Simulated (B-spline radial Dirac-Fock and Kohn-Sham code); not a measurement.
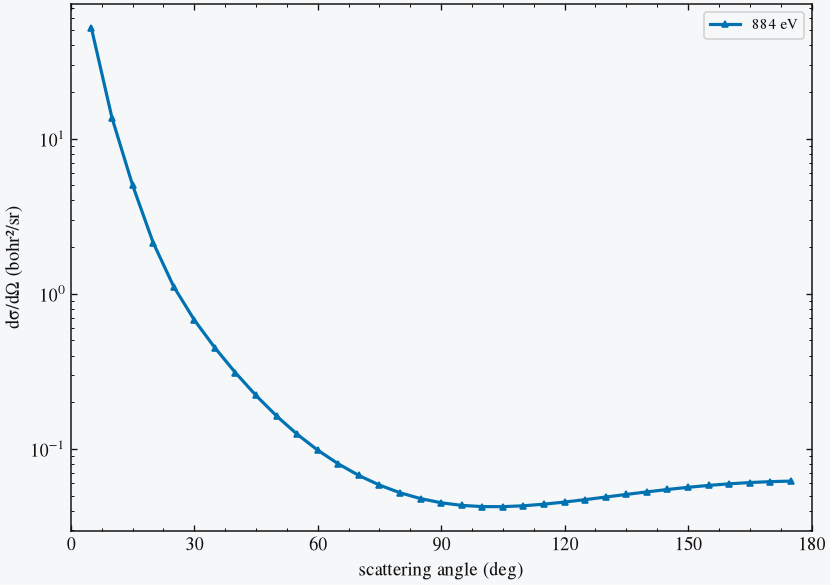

Differential cross section for elastic electron scattering against angle at 884 eV, computed at the marked angles. It refers to neutral K. Method: Dirac partial waves in the static Dirac–Fock field with Furness–McCarthy exchange, no polarisation or absorption (computed with a B-spline radial atomic code).

> What does this calculation give for the integrated and first transport cross sections at 884 eV, and for the share scattered backwards?

7.25 and 0.864 bohr²; 4.2 % goes into the backward hemisphere.

> Where are the minima at 884 eV?

Near 105° (0.042 bohr²/sr), to the spacing of the grid.
